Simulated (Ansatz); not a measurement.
**doublet CH5AlGeO+ at 6 levels**

Aim: a comparison of 6 runs (UHF/STO-3G, U-r2SCAN/cc-pVDZ, UB3LYP/cc-pVDZ, UBLYP/cc-pVDZ, UPBE/cc-pVDZ, UCCSD/cc-pVDZ) of doublet CH5AlGeO+. 

The results are computed with Ansatz 0.2.0.

72 further runs of the same task are left out: 72 set aside as unsound or not needed. Runs told in other sessions of the task aren't counted.

## 1. Starting point

The species is CH5AlGeO+ (9 atoms), meant as a doublet with charge +1. As SMILES of the parent species, `O=[CH][GeH2][AlH2]`. The coordinates come from a PBE0-D4/def2-TZVP relaxation. That shape belongs to the parent species and isn't relaxed for this state.

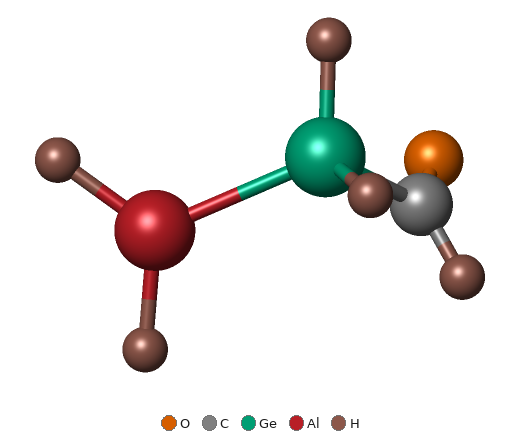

The structure, seen from a chosen angle (oxygen orange, carbon grey, germanium teal, aluminium red, hydrogen brown).

## 2. The energy at UHF/STO-3G (run 1)

File molecule.yaml:

```yaml
crystal:
  periodic: [false, false, false]
  atoms:
    - {symbol: O, position_ang: [-0.559900, 0.933700, -2.383700]}
    - {symbol: C, position_ang: [0.288100, 0.366900, -1.753500]}
    - {symbol: Ge, position_ang: [0.548000, 0.626500, 0.225200]}
    - {symbol: Al, position_ang: [-0.849600, -1.010200, 1.461300]}
    - {symbol: H, position_ang: [0.962400, -0.366200, -2.257100]}
    - {symbol: H, position_ang: [0.229300, 2.100100, 0.528800]}
    - {symbol: H, position_ang: [2.052000, 0.385500, 0.486200]}
    - {symbol: H, position_ang: [-0.703300, -2.549400, 1.107400]}
    - {symbol: H, position_ang: [-1.878600, -0.533100, 2.568200]}
basis:
  gaussian:
    orbitals: STO-3G
total_charge: 1
accuracy: high
hamiltonian:
  xc: hf
magnetization:
  spin_polarized: true
  initial_magnetization: 1
output:
  orbitals: {seedname: orbitals}
```

Launch:

```bash
$ ansatz run molecule.yaml --threads 1 --pin off --max-ram 2610MiB --events-out events.jsonl --progress --plain --runs-dir runs
```

Output:

```text
Warning: RAYON_NUM_THREADS=1 ignored (pool sized by the plan → 1); use --threads N
Functional definition: HF
  name "HF"
  exchange = exact_x
  correlation = 0
738 factors; integrals over basis functions are off by at most 5.7e-9 eV
mean field evaluation 1: about -65427.5994 eV, gradient 2.7e1 eV
mean field evaluation 2: about -65427.6644 eV, gradient 2.7e1 eV
mean field evaluation 4: about -65434.1783 eV, gradient 4.2e0 eV
mean field evaluation 8: about -65435.3979 eV, gradient 1.5e0 eV
mean field evaluation 16: about -65435.4932 eV, gradient 1.3e-4 eV
mean field evaluation 32: about -65426.3145 eV, gradient 1.4e1 eV
mean field -65435.49322761 eV, -2404.7100223443 hartree, gradient 1.3e-8 eV, S^2 0.804287; 0 other end points of the search recorded, 0 dependent functions left out
reference -65435.49322761 eV, -2404.7100223443 hartree; 32, 31 occupied and 10, 11 virtual orbitals, 738 factors
Total energy: -65435.49322761 eV, -2404.7100223443 hartree
```

It took 1.2 s on 1 thread of Arm Neoverse V2, shared host; peak memory 0.12 GiB.

## 3. A single-point energy at U-r2SCAN/cc-pVDZ (run 2)

File job.yaml:

```yaml
basis:
  gaussian: {orbitals: cc-pVDZ}
crystal:
  periodic: [false, false, false]
  atoms:
    - {symbol: O, position_ang: [-0.559900, 0.933700, -2.383700]}
    - {symbol: C, position_ang: [0.288100, 0.366900, -1.753500]}
    - {symbol: Ge, position_ang: [0.548000, 0.626500, 0.225200]}
    - {symbol: Al, position_ang: [-0.849600, -1.010200, 1.461300]}
    - {symbol: H, position_ang: [0.962400, -0.366200, -2.257100]}
    - {symbol: H, position_ang: [0.229300, 2.100100, 0.528800]}
    - {symbol: H, position_ang: [2.052000, 0.385500, 0.486200]}
    - {symbol: H, position_ang: [-0.703300, -2.549400, 1.107400]}
    - {symbol: H, position_ang: [-1.878600, -0.533100, 2.568200]}
total_charge: 1
magnetization: {spin_polarized: true, initial_magnetization: 1}
hamiltonian: {xc: {name: r2SCAN}}
accuracy: high
output: {orbitals: {seedname: orbitals}}
```

Launch:

```bash
$ ansatz run job.yaml --threads 1 --pin off --max-ram 2610MiB --events-out events.jsonl --progress --plain --runs-dir runs
```

Output:

```text
Warning: RAYON_NUM_THREADS=1 ignored (pool sized by the plan → 1); use --threads N
Functional definition: r2SCAN
  name "r2SCAN"
  parameter k0 = 0.174
  parameter k1 = 0.065
  parameter a1 = 4.9479
  exchange = r2scan_x(k0 = k0, k1 = k1, a1 = a1)
  correlation = r2scan_c
2242 factors; integrals over basis functions are off by at most 4.4e-9 eV
mean field evaluation 1: about -66243.4654 eV, gradient 6.3e1 eV
mean field evaluation 2: about -65806.4641 eV, gradient 1.7e2 eV
mean field evaluation 4: about -66244.7148 eV, gradient 5.7e1 eV
mean field evaluation 8: about -66267.2449 eV, gradient 2.1e0 eV
mean field evaluation 16: about -66267.2916 eV, gradient 6.4e-3 eV
mean field evaluation 32: about -66267.2916 eV, gradient 4.6e-7 eV
mean field -66267.29157914 eV, -2435.2780479497 hartree, gradient 7.6e-8 eV, S^2 0.758703; 2 other end points of the search recorded, 0 dependent functions left out
reference -66267.29158282 eV, -2435.2780480850 hartree; 32, 31 occupied and 66, 67 virtual orbitals, 2242 factors
Total energy: -66267.29158282 eV, -2435.2780480850 hartree
```

It took 60 s on 1 thread of Arm Neoverse V2, shared host; peak memory 0.52 GiB.

Runs 3 to 5 aren't shown in full; the table further down has their settings and results.

## 4. A single-point energy at UCCSD/cc-pVDZ (run 6)

File run.yaml:

```yaml
crystal:
  periodic: [false, false, false]
  atoms:
    - {symbol: O, position_ang: [-0.559900, 0.933700, -2.383700]}
    - {symbol: C, position_ang: [0.288100, 0.366900, -1.753500]}
    - {symbol: Ge, position_ang: [0.548000, 0.626500, 0.225200]}
    - {symbol: Al, position_ang: [-0.849600, -1.010200, 1.461300]}
    - {symbol: H, position_ang: [0.962400, -0.366200, -2.257100]}
    - {symbol: H, position_ang: [0.229300, 2.100100, 0.528800]}
    - {symbol: H, position_ang: [2.052000, 0.385500, 0.486200]}
    - {symbol: H, position_ang: [-0.703300, -2.549400, 1.107400]}
    - {symbol: H, position_ang: [-1.878600, -0.533100, 2.568200]}
basis:
  gaussian: {orbitals: cc-pVDZ}
total_charge: 1
magnetization: {spin_polarized: true, initial_magnetization: 1}
correlation: {method: ccsd, frozen_orbitals: {Al: 5, C: 1, Ge: 9, H: 0, O: 1}}
accuracy: high
scf: {omitted_lower_state_checks: [cluster_reference, increment]}
```

Launch:

```bash
$ ansatz run run.yaml --threads 1 --pin off --max-ram 2610MiB --events-out events.jsonl --progress --plain --runs-dir runs
```

Output:

```text
Warning: RAYON_NUM_THREADS=1 ignored (pool sized by the plan → 1); use --threads N
[... 13 lines left out ...]
16 core orbitals not correlated: weight in the atoms' cores, before any rotation towards them, 1.000 or more for the frozen orbitals, at most 0.000 for the correlated occupied ones
[... 34 lines left out ...]
Total energy: -66207.48165973 eV, -2433.0800739521 hartree
Checks for a lower state left out: cluster_reference, increment
```

Wall time 2.4 min (1 thread of Arm Neoverse V2, shared host); peak memory 1.2 GiB.

## 5. All runs side by side

| run | level | frozen core orbitals | energy (Eh) | HOMO energy (eV) | LUMO energy (eV) | ⟨S²⟩ | wall time |
| --- | --- | --- | --- | --- | --- | --- | --- |
| 1 | UHF/STO-3G | – | -2404.710022 | -13.11 | -2.71 | 0.804 | 1.2 s |
| 2 | U-r2SCAN/cc-pVDZ | – | -2435.278048 | -12.20 | -11.39 | 0.759 | 60 s |
| 3 | UB3LYP/cc-pVDZ | – | -2435.445812 | -12.84 | -10.91 | 0.758 | 30 s |
| 4 | UBLYP/cc-pVDZ | – | -2435.407486 | -11.85 | -11.27 | 0.753 | 23 s |
| 5 | UPBE/cc-pVDZ | – | -2434.793272 | -11.95 | -11.40 | 0.753 | 24 s |
| 6 | UCCSD/cc-pVDZ | 16 | -2433.080074 | – | – | 0.787 | 2.4 min |

## 6. Outcome

| quantity | value |
| --- | --- |
| run 6: total energy | -2433.08007 Eh |
| run 6: correlation energy (16 core orbitals frozen) | -513.5 mEh |
| run 6: ⟨S²⟩ of the reference determinant | 0.787 |
| run 6: T1 diagnostic | 0.035 |

**Reading.** Totals of different functionals can't be ranked against each other. In run 1 the basis is minimal, so the values are rough. All runs together took 4.7 min, the longest 2.4 min.
